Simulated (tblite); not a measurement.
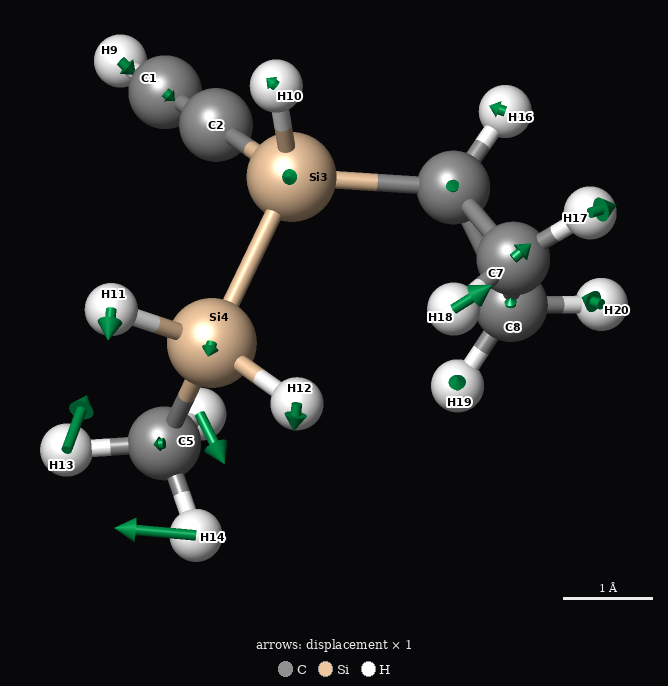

A relaxation of C6H12Si2. The starting structure is drawn; green arrows show the displacements, at their true length. The two geometries are superimposed by the best rigid fit.

The picture is a ball-and-stick view, seen from a free direction.

Method: tblite 0.8.0, GFN2-xTB geometry optimisation, gas phase. 

### Which element moves most?

Hydrogen: up to 0.93 Å, against 0.27 Å for carbon.

### What did the optimiser do to the structure, and how much energy did it gain?

The largest move after the best rigid fit is that of an H atom, 0.93 Å. By element the largest moves are H 0.93 Å, C 0.27 Å, Si 0.18 Å. Some distances before and after: Si–Si 2.217 → 2.322 Å, C–H 1.121 → 1.081 Å, C–Si 1.854 → 1.892 Å, C–Si 1.820 → 1.858 Å. Among the angles between lasting bonds that change: Si–C–C 111.4° → 119.8°, Si–Si–H 107.0° → 114.5°, C–C–H 111.4° → 118.4°. Groups turn about C–Si by about 50°. After 130 geometry steps the energy has fallen by 0.617 eV. Cost: 1.9 s on 1 thread of Arm Neoverse N1, with other jobs on the host.
